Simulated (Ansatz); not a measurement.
Ligand exchange: C2H6FIn + C2H7NSn → C2H8InN + C2H5FSn

Species: C2H6FIn `C[CH2][InH][F]`, singlet; C2H7NSn `C[CH2][Sn][NH2]`, singlet; C2H8InN `C[CH2][InH][NH2]`, singlet; C2H5FSn `C[CH2][Sn][F]`, singlet. The partners trade F for NH2: In–F and Sn–NH2 bonds give way to In–NH2 and Sn–F.

Shapes, held fixed at every level: PBE0-D4/def2-TZVP. Flexible molecules stand in one conformer, not always the lowest. Programs: Ansatz 0.2.0. The zero-point and thermal change to 298 K, harmonic and unscaled (PBE0-D4/def2-TZVP), is -1.5 kJ/mol.

```tsv
level	kind	ΔH(298 K) (kJ/mol)	less CCSD(T)/def2-TZVPP
HF/def2-SVP	Hartree–Fock	+5.6	0.0
PBE-D4/def2-TZVPP	GGA	+6.9	+1.3
BHLYP-D4/def2-TZVPP	global hybrid	+4.0	-1.6
wB97X-V/def2-TZVPP	range-separated hybrid	+1.6	-4.0
B2PLYP/def2-TZVPP	double hybrid	+5.3	-0.3
MP2/def2-SVP	perturbation theory	+10.7	+5.1
CCSD/def2-TZVPP	coupled cluster or CI	+4.2	-1.4
CCSD(T)/def2-TZVPP	coupled cluster or CI	+5.6	0.0
```

The highest level, CCSD(T)/def2-TZVPP, gives ΔH(298 K) = +5.6 kJ/mol; the levels span +1.6 to +10.7. The column of differences is taken from that level and isn't an error. No measured value is set beside it here. For atoms past krypton def2 sets carry core potentials with scalar relativity. Outer-core shells of In, Sn are correlated, in sets that cover them unevenly.

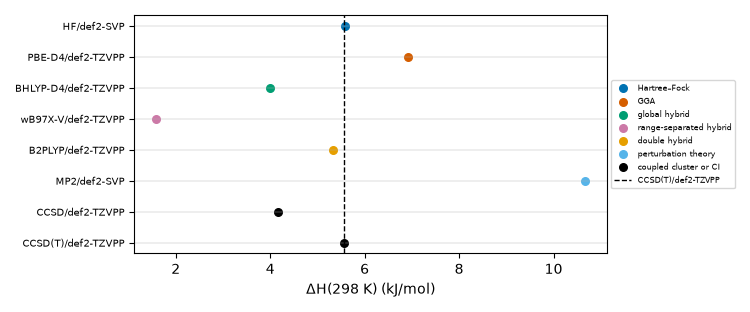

The values of the table, level by level.
